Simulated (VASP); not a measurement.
Band structure of PdAu (space group R-3m). Method: LDA (Ceperley-Alder, Perdew-Zunger), VASP's LDA PAW potentials (set 64) (plane waves; VASP).

Unless said otherwise, spin-orbit coupling is left out, though it shifts the bands of the heavy elements here.

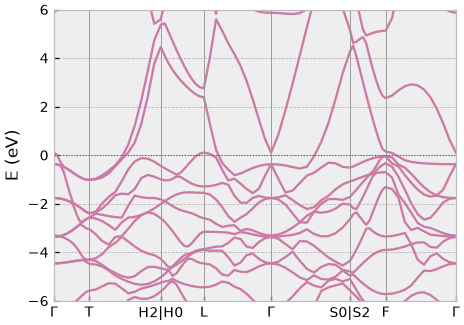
Bands along high-symmetry lines, zero at the valence-band maximum or, without a gap, the Fermi level

Read the plot: is there a gap, and where are the band edges?

It has no gap at this level: it comes out as a metal or semimetal. (Edges off the drawn lines would not show.)

The structure comes from a computed database's PdAu entry (R-3m); how it stands against other phases isn't given here. It was relaxed first, which changed the volume by -6 %. The electron count is odd and the run is not spin-polarised, which forces a metal.
